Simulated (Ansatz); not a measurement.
# AlNi3: from the listed structure to its properties, part 2 of 2

The task, for AlNi3: relax cell and atoms, compute bands, density of states and charges and fit an equation of state.

Ansatz 0.2.0; DFT PBEsol, scalar-relativistic, plane waves, PAW.

**4. Electronic structure at the relaxed geometry**

input.yaml reads:

```yaml
crystal:
  lattice:
    - [0.0, 2.7984078661, 2.7984078661]
    - [2.7984078661, 0.0, 2.7984078661]
    - [2.7984078661, 2.7984078661, 0.0]
  atoms:
    - { symbol: Al, position: [0.5, 0.5, 0.5] }
    - { symbol: Ni, position: [0.25, 0.25, 0.25] }
    - { symbol: Ni, position: [0.0, 0.0, 0.0] }
    - { symbol: Ni, position: [0.75, 0.75, 0.75] }
basis:
  ecutwfc: 420
kpoints:
  mp_grid: { grid: [14, 14, 14] }
  band_path:
    path:
      - [[0.0, 0.0, 0.0], [0.5, 0.0, 0.5], [0.625, 0.25, 0.625]]
      - [[0.375, 0.375, 0.75], [0.0, 0.0, 0.0], [0.5, 0.5, 0.5], [0.5, 0.25, 0.75], [0.5, 0.0, 0.5]]
    npoints: 14
hamiltonian:
  xc: pbesol
scf:
  occupations: { method: gaussian, width: 0.1 }
  n_extra_bands: 10
output:
  forces: true
  stress: true
  eigenvalues: true
  populations: true
  dos: { projected: true, de: 0.02, nscf_kmesh: { grid: [21, 21, 21] } }
  bader: true
  write_density: true
  write_potential: true
  elf: true
  volumetric_format: npy
```

Command:

```sh
> ansatz run input.yaml --threads 1 --pin off --max-ram 2560MiB --backend cpu --events-out ev --progress --plain --runs-dir out
```

What it wrote:

```text
Warning: RAYON_NUM_THREADS=1 ignored (pool sized by the plan → 1); use --threads N
scf.n_extra_bands = 10 over 29 filled bands (N_el = 57.0): the run solves 39 bands
Engine: ansatz 0.2.0, x86_64-unknown-linux-gnu
Pseudopotentials: kind: paw
Pseudopotential: Al, paw, valence charge 3, recommended cutoff 420 eV (normal), Al.paw.azcp
Pseudopotential: Ni, paw, valence charge 18, recommended cutoff 420 eV (normal), Ni.paw.azcp
Functional definition: PBEsol
  exchange = pbesol_x
  correlation = pbesol_c
Crystal: 4 atoms, lattice volume = 43.829 Å³
Basis set: ecut = 420 eV, 869 PW (Γ), exchange–correlation on 54×54×54 points (8 copies of the dense FFT grid, shifted against one another)
Bands: 39, of which v1, the nominal top of the filled ones, is band 29 counted from 1 (28 counted from 0)
Symmetry: 48 space group operations
Space group: Fm-3m (ITA 225), of the structure as read, at distance tolerance 3.5e-5 Å
k-points: 104 of 2744
Non-local potential: Al, projectors of the file, l = 0: 2, l = 1: 2, l = 2: 1
Non-local potential: Ni, projectors of the file, l = 0: 3, l = 1: 2, l = 2: 3, l = 3: 1
PAW form: soft (Blöchl's): semilocal exchange-correlation on the pseudo side does not see the compensation charge
PAW frozen core: Al, regenerated for the run's functional, and the local potential with it (the file was generated under x = pbe(κ = 0.804, μ = 0.2195149727645171), c = pbe(β = 0.06672455060314922))
PAW frozen core: Ni, regenerated for the run's functional, and the local potential with it (the file was generated under x = pbe(κ = 0.804, μ = 0.2195149727645171), c = pbe(β = 0.06672455060314922))
PAW one-centre angular grid: Al, 110 points (default); XC on 64 Gauss nodes
PAW one-centre angular grid: Ni, 590 points (default); XC on 64 Gauss nodes
Initial density: superposition of atomic densities (neutral atoms: chi_scale 0, normalization atom), corrected by the library's trained network
Initial wavefunctions: pseudopotential atomic-orbital guess
Functional: x = pbesol(κ = 0.804, μ = 0.12345679012345678), c = pbesol(β = 0.046)
SCF iter   1: F=—  HF=-17941.037183 eV  |F-HF|=—  |Δ(HF+E_count)|=         —  Δρ=2.92e-2  dr2=2.46e-1  ethr=1.77e-3  ⟨swp⟩=5.4  Hψ=15455  notcnv=0  defer=63
preconditioner: auto → Kerker (q_TF=auto, 2.850 Å⁻¹)  [metal: Δε(μ)=0.012 eV  Ē_g=10.425 eV  σ=0.100 eV  W_gap=0.07  n_scr=14 (ndim 8)  ℏωp=32.2 eV  f_vac=0.002  D(μ)=2.56/eV (n_scr^D=26)]
SCF iter   2: F=—  HF=-17941.010415 eV  |F-HF|=—  |Δ(HF+E_count)|=   2.68e-2  Δρ=8.91e-3  dr2=2.92e-2  ethr=4.31e-4  ⟨swp⟩=2.0  Hψ=5584  notcnv=0  defer=343
SCF iter   3: F=—  HF=-17941.007595 eV  |F-HF|=—  |Δ(HF+E_count)|=   2.82e-3  Δρ=2.08e-3  dr2=2.12e-3  ethr=5.13e-5  ⟨swp⟩=1.1  Hψ=3715  notcnv=0  defer=343
SCF iter   4: F=—  HF=-17941.007295 eV  |F-HF|=—  |Δ(HF+E_count)|=   3.00e-4  Δρ=3.72e-4  dr2=3.56e-5  ethr=3.72e-6  ⟨swp⟩=2.2  Hψ=5246  notcnv=0  defer=343
SCF iter   5: F=—  HF=-17941.007316 eV  |F-HF|=—  |Δ(HF+E_count)|=   2.07e-5  Δρ=1.79e-4  dr2=7.13e-6  ethr=6.24e-8  ⟨swp⟩=2.0  Hψ=5896  notcnv=0  defer=343
SCF iter   6: F=—  HF=-17941.007315 eV  |F-HF|=—  |Δ(HF+E_count)|=   1.32e-6  Δρ=5.67e-5  dr2=1.56e-6  ethr=1.25e-8  ⟨swp⟩=1.7  Hψ=4656  notcnv=0  defer=343
SCF iter   7: F=-17941.007315 eV  HF=-17941.007315 eV  |F-HF|=6.99e-8  |Δ(HF+E_count)|=   1.51e-7  Δρ=1.27e-5  dr2=8.43e-8  ethr=1.75e-10  ⟨swp⟩=11.7  Hψ=28949  notcnv=0
SCF 1 converged in 7 iterations: F = -17941.007315 eV  dr2 = 8.43e-8
NSCF: frozen V_eff on 86 k-points
NSCF: frozen V_eff on 286 k-points
SCF converged after 7 iterations
Free energy (F): -17941.007315 eV
Harris-Foulkes:  -17941.007315 eV  (|F-HF|=6.99e-8)
Internal energy: -17940.993972 eV  (E = F + TS)
E sigma→0 (E₀):  -17941.000643 eV
Entropy (-TS):   -0.013343 eV (-3.336 meV/atom)
Fermi energy:    16.373659 eV
--- Per-component energies (eV) ---
  E_band       = -901.570955
  E_kinetic    = 881.322429
  E_local      = -11840.645585  (includes V_loc(G=0)·N_el)
  E_nonlocal   = 1925.384224
  E_hartree    = 5039.273510
  E_xc         = -295.639189
  E_vxc        = -360.806371  (∫ρ·V_xc dr)
  E_paw        = -5245.724165  (= ΣΔE_a)
  E_vpaw       = -1585.387956  (= ΣTr[D̂ρ^β])
  E_aug_tail   = 0.001470  (compensation charges beyond the density's cutoff)
  E_ewald      = -8405.577670
  E_core_change = 0.611006  (= ΣΔE_core)
  E_smearing   = -0.013343  (= −TS)
  E_closure    = 0.000000  (closes the sum)
  Σ components = -17941.007315   (vs F -17941.007315, Δ=0.00e0)
--- Forces (eV/Å), atoms counted from 1 ---
  atom   1  Al    -0.00000000     0.00000000     0.00000000
  atom   2  Ni     0.00000000     0.00000000     0.00000000
  atom   3  Ni     0.00000000    -0.00000000     0.00000000
  atom   4  Ni     0.00000000    -0.00000000    -0.00000000
  max |Σ_I F_I| component: 3.70e-17 eV/Å
--- Stress (GPa, compression-positive) ---
        0.001921       0.000000       0.000000
        0.000000       0.001921       0.000000
        0.000000       0.000000       0.001921
  P = ⅓ Tr σ = 0.0019 GPa (0.019 kbar)
--- Band table (eV; the first three rows and the last of 104) ---
  k-point 0: bands = ["-86.3525", "-86.3436", "-86.1123", "-46.9178", "-46.9178", "-46.9178", "-46.9059", "-46.9059", "-46.9059", "-46.6542", "-46.6542", "-46.6542", "6.0849", "12.7202", "12.7202", "12.8493", "12.8493", "12.8493", "13.9535", "13.9535", "13.9535", "15.4604", "15.4604", "15.4604", "15.8174", "15.8174", "15.8620", "15.8620", "21.7995", "21.7995", "21.7995", "22.3058", "22.3058", "22.3058", "23.5339", "25.0496", "25.0496", "25.0496", "25.6897"]
  k-point 1: bands = ["-86.3523", "-86.3437", "-86.1124", "-46.9198", "-46.9182", "-46.9182", "-46.9058", "-46.9058", "-46.9037", "-46.6546", "-46.6540", "-46.6540", "6.1612", "12.6837", "12.6837", "12.8071", "12.9273", "12.9273", "13.9429", "13.9451", "13.9451", "15.3893", "15.4114", "15.4114", "15.8379", "15.8379", "15.8547", "15.8547", "20.7987", "21.5331", "21.5331", "22.5744", "22.5898", "22.5898", "23.9051", "24.8550", "24.8550", "25.2384", "26.1240"]
  k-point 2: bands = ["-86.3518", "-86.3439", "-86.1126", "-46.9228", "-46.9191", "-46.9191", "-46.9055", "-46.9055", "-46.8999", "-46.6555", "-46.6534", "-46.6534", "6.3888", "12.6536", "12.6536", "12.6788", "13.0761", "13.0761", "13.8820", "13.9231", "13.9231", "15.2150", "15.2900", "15.2900", "15.8297", "15.8297", "15.8805", "15.8805", "19.5016", "21.1846", "21.1846", "22.4745", "22.8293", "22.8293", "24.3344", "24.6781", "24.6781", "25.6277", "27.5126"]
  k-point 103: bands = ["-86.3471", "-86.3466", "-86.1146", "-46.9459", "-46.9239", "-46.9222", "-46.9116", "-46.8875", "-46.8869", "-46.6589", "-46.6536", "-46.6454", "10.2900", "11.1540", "11.5791", "12.0315", "13.6097", "13.7556", "13.8831", "13.9367", "14.2508", "14.3721", "14.8779", "14.9580", "15.7175", "15.7230", "15.8104", "15.8752", "16.2578", "16.3383", "16.3699", "23.1823", "23.3446", "24.7759", "24.8512", "29.3074", "31.1142", "31.5290", "31.6124"]
--- Löwdin populations: 4 sites ---
  site symbol       q [e]
     0     Al      3.6780
     1     Ni     17.5855
     2     Ni     17.6116
     3     Ni     17.5855
  spilling = 0.009462 (of n_electrons = 57.000000)
--- Bader charges: 4 sites ---
  site symbol  charge [e]  shift [e]
     0     Al      1.8533     0.0015
     1     Ni     -0.8149     0.0002
     2     Ni     -0.2236     0.0019
     3     Ni     -0.8149     0.0002
  estimated error of the sums over rays = 3.4e-4 e
```

Run time: 31 s. Hardware: 1 thread of AMD EPYC 9R45 (Zen 5), shared host; peak memory 0.57 GiB.

By site:

```
atom  Löwdin electrons  Bader charge (e)  Bader volume (Å³)
 Al1              3.68             +1.85                5.7
 Ni2             17.59             -0.81               13.4
 Ni3             17.61             -0.22               11.3
 Ni4             17.59             -0.81               13.4
```

The Löwdin counts miss 0.54 of the 57 electrons, which the atomic orbitals do not span, so they are no charges.

From bands.tsv, the levels nearest the Fermi level at the path's corners, in eV from the Fermi level:

```
point  band 26  band 27  band 28  band 29  band 30  band 31  band 32  band 33
    Γ    -0.56    -0.51    -0.51     5.43     5.43     5.43     5.93     5.93
    X    -0.75    -0.59    -0.36    -0.35    -0.35    -0.04     4.25     4.70
    U    -0.77    -0.33    -0.33    -0.32     0.11     0.72     4.56     7.30
    K    -0.77    -0.33    -0.33    -0.32     0.11     0.72     4.56     7.30
    Γ    -0.56    -0.51    -0.51     5.43     5.43     5.43     5.93     5.93
    L    -0.64    -0.47    -0.47    -0.14     4.30     4.30     4.81     4.81
    W    -0.61    -0.59    -0.54    -0.11    -0.01    -0.01     7.54     7.58
    X    -0.75    -0.59    -0.36    -0.35    -0.35    -0.04     4.25     4.70
```

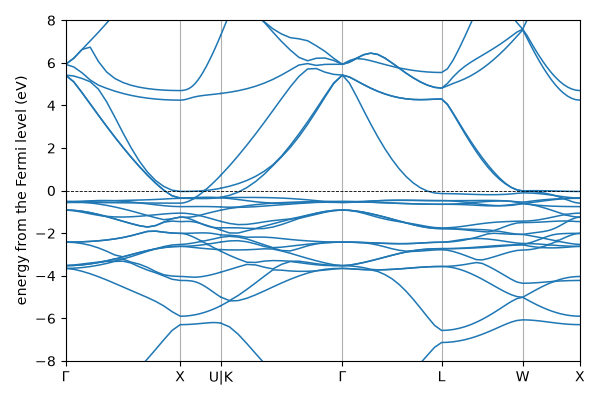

Bands along the path. Deeper bands lie below the window drawn.

States per cell in windows of 1 eV, from dos.tsv and pdos.tsv (zero at the Fermi level):

```
from  to  total  Al 3p  Ni 4s  Ni 3d
  -8  -7   0.65   0.12   0.26   0.04
  -7  -6   0.76   0.12   0.18   0.13
  -6  -5   1.17   0.39   0.26   0.35
  -5  -4   1.77   0.40   0.31   0.92
  -4  -3   4.57   0.54   0.37   3.57
  -3  -2   8.12   0.44   0.07   7.32
  -2  -1   6.41   0.21   0.07   5.93
  -1   0   8.82   0.12   0.06   8.55
   0   1   1.97   0.36   0.16   1.32
   1   2   1.24   0.36   0.14   0.55
   2   3   0.88   0.30   0.09   0.27
   3   4   0.56   0.20   0.05   0.12
   4   5   1.03   0.14   0.39   0.18
   5   6   1.70   0.22   0.52   0.22
```

A further 25 or so states lie below the table's range.

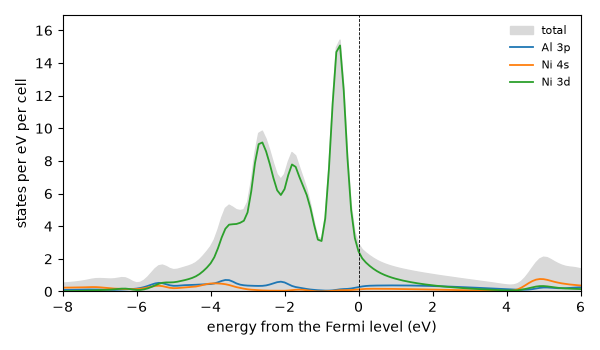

Total and projected density of states, smoothed over about 0.40 eV.

Axes a, b and c in the maps are those of this run's conventional cell (a, b, c = 5.597, 5.597, 5.597 Å).

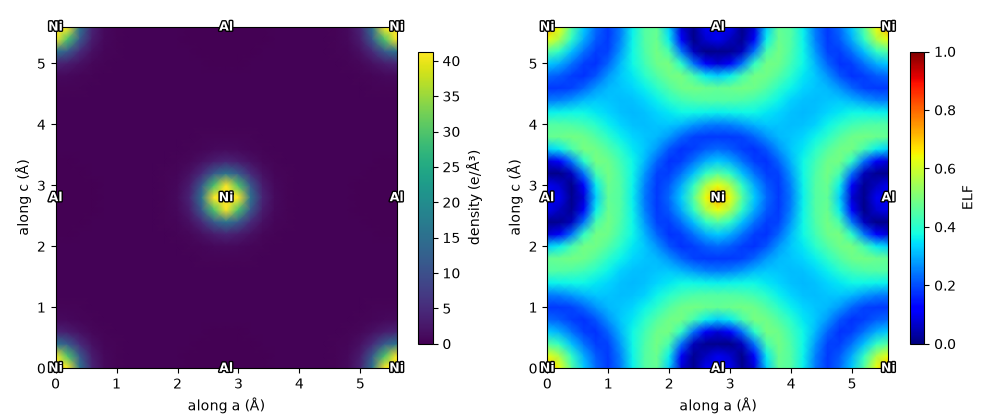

Density (left) and ELF (right) in a lattice plane of the grid's cell (edges 5.60 and 5.60 Å, at 0.000 of the third edge), which holds Al and Ni. Only atoms in the plane are labelled; the density scale stops at 41.32 e/Å³. Both are smooth fields of the valence electrons: close to the nuclei they are not physical.

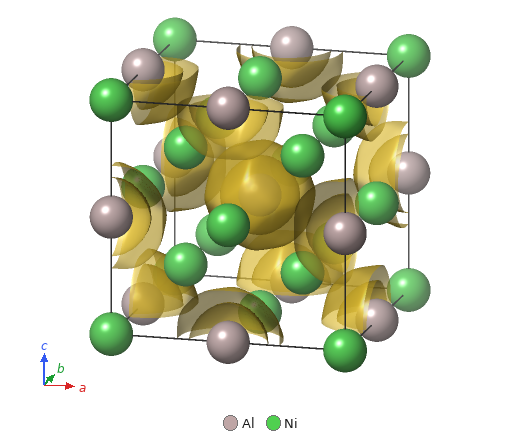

Surface of ELF = 0.44, drawn in one cell.

Outside the cores ELF peaks at 0.50 in the shell around Al, 1.0 Å from Al.

**5. Point at V/V0 = 0.97**

input.yaml reads:

```yaml
crystal:
  lattice:
    - [0.0, 2.7701391873, 2.7701391873]
    - [2.7701391873, 0.0, 2.7701391873]
    - [2.7701391873, 2.7701391873, 0.0]
  atoms:
    - { symbol: Al, position: [0.5, 0.5, 0.5] }
    - { symbol: Ni, position: [0.25, 0.25, 0.25] }
    - { symbol: Ni, position: [0.0, 0.0, 0.0] }
    - { symbol: Ni, position: [0.75, 0.75, 0.75] }
basis:
  ecutwfc: 420
kpoints:
  mp_grid: { grid: [14, 14, 14] }
hamiltonian:
  xc: pbesol
scf:
  occupations: { method: gaussian, width: 0.1 }
output:
  forces: true
  stress: true
  eigenvalues: true
```

Command:

```sh
> ansatz run input.yaml --threads 1 --pin off --max-ram 2560MiB --backend cpu --events-out ev --progress --plain --runs-dir out
```

What it wrote, cut to the lines that bear on the results:

```text
Warning: RAYON_NUM_THREADS=1 ignored (pool sized by the plan → 1); use --threads N
[...]
Pseudopotentials: kind: paw
Pseudopotential: Al, paw, valence charge 3, recommended cutoff 420 eV (normal), Al.paw.azcp
Pseudopotential: Ni, paw, valence charge 18, recommended cutoff 420 eV (normal), Ni.paw.azcp
Functional definition: PBEsol
[...]
Crystal: 4 atoms, lattice volume = 42.514 Å³
[...]
--- Forces (eV/Å), atoms counted from 1 ---
  atom   1  Al    -0.00000000     0.00000000    -0.00000000
  atom   2  Ni     0.00000000    -0.00000000     0.00000000
  atom   3  Ni     0.00000000     0.00000000    -0.00000000
  atom   4  Ni     0.00000000    -0.00000000    -0.00000000
[...]
--- Stress (GPa, compression-positive) ---
        6.558023       0.000000       0.000000
       -0.000000       6.558023      -0.000000
        0.000000      -0.000000       6.558023
  P = ⅓ Tr σ = 6.5580 GPa (65.580 kbar)
--- Band table (eV; the first three rows and the last of 104) ---
[...]
```

Run time: 3.2 s. Hardware: 1 thread of AMD EPYC 9R45 (Zen 5), shared host; peak memory 0.46 GiB.

**6. The cell scaled to 1.03 of its volume**

input.yaml: that of step 5 with these lines changed.

```diff
@@ -2,5 +2,5 @@
   lattice:
-    - [0.0, 2.7701391873, 2.7701391873]
-    - [2.7701391873, 0.0, 2.7701391873]
-    - [2.7701391873, 2.7701391873, 0.0]
+    - [0.0, 2.8261166767, 2.8261166767]
+    - [2.8261166767, 0.0, 2.8261166767]
+    - [2.8261166767, 2.8261166767, 0.0]
   atoms:
```

Command:

```sh
> ansatz run input.yaml --threads 1 --pin off --max-ram 2560MiB --backend cpu --events-out ev --progress --plain --runs-dir out
```

What it wrote, cut to the lines that bear on the results:

```text
Warning: RAYON_NUM_THREADS=1 ignored (pool sized by the plan → 1); use --threads N
[...]
Pseudopotentials: kind: paw
Pseudopotential: Al, paw, valence charge 3, recommended cutoff 420 eV (normal), Al.paw.azcp
Pseudopotential: Ni, paw, valence charge 18, recommended cutoff 420 eV (normal), Ni.paw.azcp
Functional definition: PBEsol
[...]
Crystal: 4 atoms, lattice volume = 45.144 Å³
[...]
--- Forces (eV/Å), atoms counted from 1 ---
  atom   1  Al    -0.00000000     0.00000000     0.00000000
  atom   2  Ni     0.00000000    -0.00000000    -0.00000000
  atom   3  Ni     0.00000000    -0.00000000     0.00000000
  atom   4  Ni     0.00000000     0.00000000    -0.00000000
[...]
--- Stress (GPa, compression-positive) ---
       -5.547254       0.000000      -0.000000
        0.000000      -5.547254      -0.000000
        0.000000      -0.000000      -5.547254
  P = ⅓ Tr σ = -5.5473 GPa (-55.473 kbar)
--- Band table (eV; the first three rows and the last of 104) ---
[...]
```

Run time: 3.1 s. Hardware: 1 thread of AMD EPYC 9R45 (Zen 5), shared host; peak memory 0.46 GiB.

**7. Point at V/V0 = 0.94**

input.yaml: that of step 6 with these lines changed.

```diff
@@ -2,5 +2,5 @@
   lattice:
-    - [0.0, 2.8261166767, 2.8261166767]
-    - [2.8261166767, 0.0, 2.8261166767]
-    - [2.8261166767, 2.8261166767, 0.0]
+    - [0.0, 2.7412814722, 2.7412814722]
+    - [2.7412814722, 0.0, 2.7412814722]
+    - [2.7412814722, 2.7412814722, 0.0]
   atoms:
```

Command:

```sh
> ansatz run input.yaml --threads 1 --pin off --max-ram 2560MiB --backend cpu --events-out ev --progress --plain --runs-dir out
```

What it wrote, cut to the lines that bear on the results:

```text
Warning: RAYON_NUM_THREADS=1 ignored (pool sized by the plan → 1); use --threads N
[...]
Pseudopotentials: kind: paw
Pseudopotential: Al, paw, valence charge 3, recommended cutoff 420 eV (normal), Al.paw.azcp
Pseudopotential: Ni, paw, valence charge 18, recommended cutoff 420 eV (normal), Ni.paw.azcp
Functional definition: PBEsol
[...]
Crystal: 4 atoms, lattice volume = 41.199 Å³
[...]
--- Forces (eV/Å), atoms counted from 1 ---
  atom   1  Al    -0.00000000     0.00000000    -0.00000000
  atom   2  Ni    -0.00000000    -0.00000000    -0.00000000
  atom   3  Ni     0.00000000    -0.00000000    -0.00000000
  atom   4  Ni    -0.00000000    -0.00000000    -0.00000000
[...]
--- Stress (GPa, compression-positive) ---
       14.306256      -0.000000       0.000000
       -0.000000      14.306256       0.000000
       -0.000000      -0.000000      14.306256
  P = ⅓ Tr σ = 14.3063 GPa (143.063 kbar)
--- Band table (eV; the first three rows and the last of 104) ---
[...]
```

It took 3 s on 1 thread of AMD EPYC 9R45 (Zen 5), shared host; peak memory 0.46 GiB.

**8. The cell scaled to 1.06 of its volume**

input.yaml: that of step 7 with these lines changed.

```diff
@@ -2,5 +2,5 @@
   lattice:
-    - [0.0, 2.7412814722, 2.7412814722]
-    - [2.7412814722, 0.0, 2.7412814722]
-    - [2.7412814722, 2.7412814722, 0.0]
+    - [0.0, 2.8532925427, 2.8532925427]
+    - [2.8532925427, 0.0, 2.8532925427]
+    - [2.8532925427, 2.8532925427, 0.0]
   atoms:
@@ -22 +22,5 @@
   eigenvalues: true
+  write_density: true
+  write_potential: true
+  elf: true
+  volumetric_format: npy
```

Command:

```sh
> ansatz run input.yaml --threads 1 --pin off --max-ram 2560MiB --backend cpu --events-out ev --progress --plain --runs-dir out
```

What it wrote, cut to the lines that bear on the results:

```text
Warning: RAYON_NUM_THREADS=1 ignored (pool sized by the plan → 1); use --threads N
[...]
Pseudopotentials: kind: paw
Pseudopotential: Al, paw, valence charge 3, recommended cutoff 420 eV (normal), Al.paw.azcp
Pseudopotential: Ni, paw, valence charge 18, recommended cutoff 420 eV (normal), Ni.paw.azcp
Functional definition: PBEsol
[...]
Crystal: 4 atoms, lattice volume = 46.459 Å³
[...]
--- Forces (eV/Å), atoms counted from 1 ---
  atom   1  Al    -0.00000000     0.00000000    -0.00000000
  atom   2  Ni     0.00000000     0.00000000     0.00000000
  atom   3  Ni     0.00000000    -0.00000000    -0.00000000
  atom   4  Ni     0.00000000     0.00000000    -0.00000000
[...]
--- Stress (GPa, compression-positive) ---
      -10.241919       0.000000       0.000000
       -0.000000     -10.241919       0.000000
        0.000000       0.000000     -10.241919
  P = ⅓ Tr σ = -10.2419 GPa (-102.419 kbar)
--- Band table (eV; the first three rows and the last of 104) ---
[...]
```

Run time: 4 s. Hardware: 1 thread of AMD EPYC 9R45 (Zen 5), shared host; peak memory 0.47 GiB.

The maps below are laid out on this run's own conventional cell (a, b, c = 5.707, 5.707, 5.707 Å).

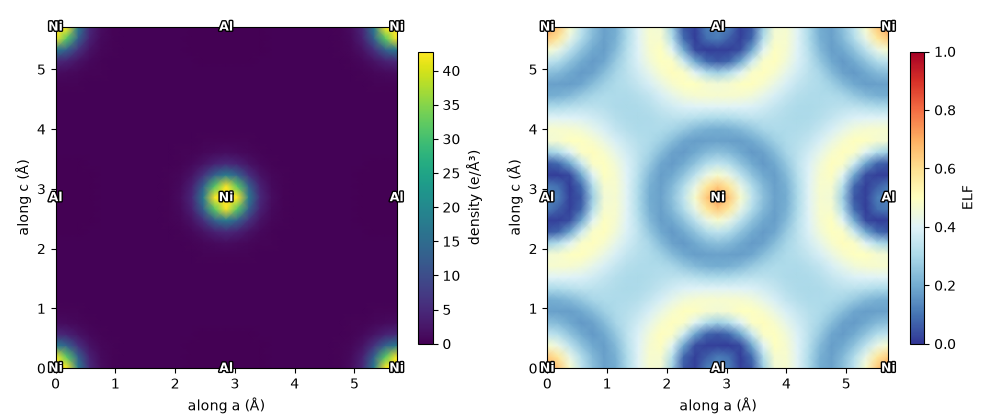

Density (left) and ELF (right) in a lattice plane of the grid's cell (edges 5.71 and 5.71 Å, at 0.000 of the third edge), which holds Al and Ni. Only atoms in the plane are labelled; the density scale stops at 42.80 e/Å³. Both are smooth fields of the valence electrons: close to the nuclei they are not physical.

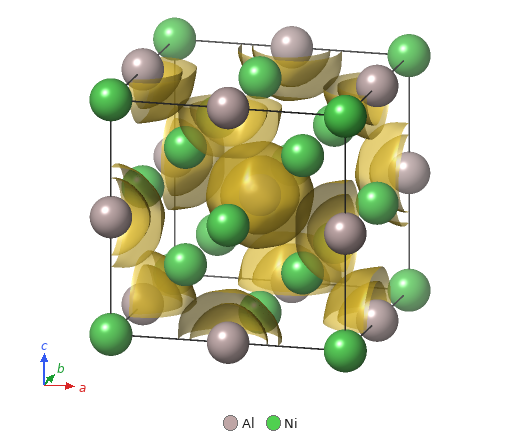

Surface of ELF = 0.45, drawn in one cell.

Outside the cores ELF peaks at 0.51 in the shell around Al, 1.1 Å from Al.

**9. Equation of state**

```
volume (Å³/atom)  energy above the lowest point (meV/atom)  pressure (GPa)  gap on the mesh (eV)
          10.300                                      27.5           14.31                  0.00
          10.629                                       6.5            6.56                  0.00
          10.957                                       0.0            0.00                  0.00
          11.286                                       5.9           -5.55                  0.00
          11.615                                      22.3          -10.24                  0.00
```

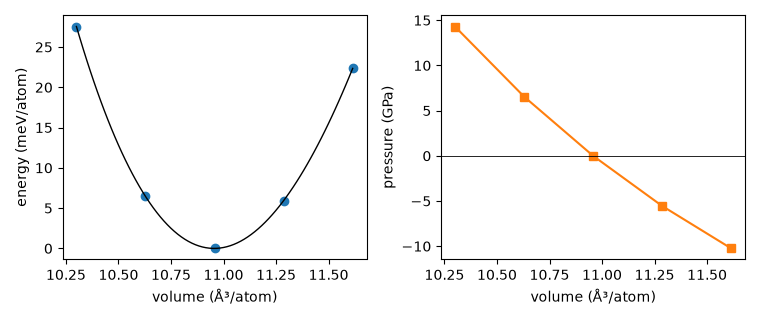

Energy with the third-order Birch-Murnaghan fit and pressure against volume.

**10. Outcome**

The summary covers parts 1 to 2.

| quantity | value |
| --- | --- |
| relaxed cell (conventional) | a = 5.597 Å, b = 5.597 Å, c = 5.597 Å, α = 90.00°, β = 90.00°, γ = 90.00° |
| space group (0.01 Å) | Fm-3m (No. 225) |
| volume | 10.96 Å³/atom |
| formation energy (elements from runs with the same settings, not shown) | -0.38 eV/atom |
| gap | none (metal) |
| states at the Fermi level | 2.63 per eV per cell |
| Bader charges | Al +1.85, Ni -0.81 to -0.22 e |
| equilibrium volume of the fit | 10.96 Å³/atom |
| bulk modulus | 201 GPa |
| its pressure derivative | 4.6 |

**Reading.** Relaxation left the volume within 0.5 % of the start. Bands cross the Fermi level: a metal at this level of theory. Of the projected weight within 0.25 eV of the Fermi level, the largest part is Ni 3d (86 %). Charge transfer between the atoms is strong (Bader charges up to 1.9 e). The fit puts the minimum at 10.96 Å³/atom with B = 201 GPa and B' = 4.6. A spin-polarised run here lost its starting moments, which speaks against magnetism, though one start doesn't rule it out.
